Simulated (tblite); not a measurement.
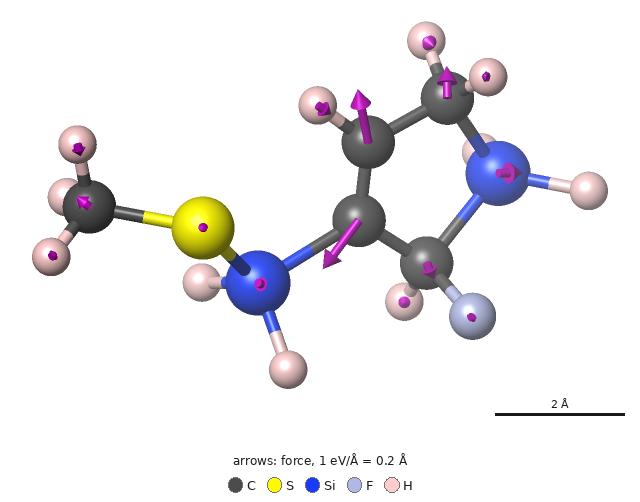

Starting geometry of C$_{5}$H$_{11}$FSSi$_{2}$ with the computed forces as purple arrows. The picture is a ball-and-stick view, seen at a tilt.

Level of theory: tblite 0.8.0, GFN2-xTB geometry optimisation, gas phase. 

Is this structure relaxed? If not, where do the atoms go?

Answer. It isn't relaxed: the largest force vector, on a C atom, is 4.83 eV/Å. The final displacements have little in common with the starting forces (cosine between the two patterns 0.06). The largest move after the best rigid fit is that of the S atom, 1.20 Å. Largest moves by element: S 1.20 Å, H 1.01 Å, F 0.92 Å, Si 0.39 Å, C 0.38 Å. Among the contacts that change: C–Si 1.857 → 1.926 Å, C–Si 1.843 → 1.908 Å, C–C 1.268 → 1.330 Å, C–H 1.137 → 1.081 Å. Among the angles between lasting bonds that change: C–S–Si 113.2° → 98.4°, C–Si–H 104.5° → 113.7°, S–Si–H 114.9° → 107.4°. Groups turn about S–Si by about 50°, C–S by about 40°, C–Si by about 30°. After 153 geometry steps the energy has fallen by 0.868 eV.
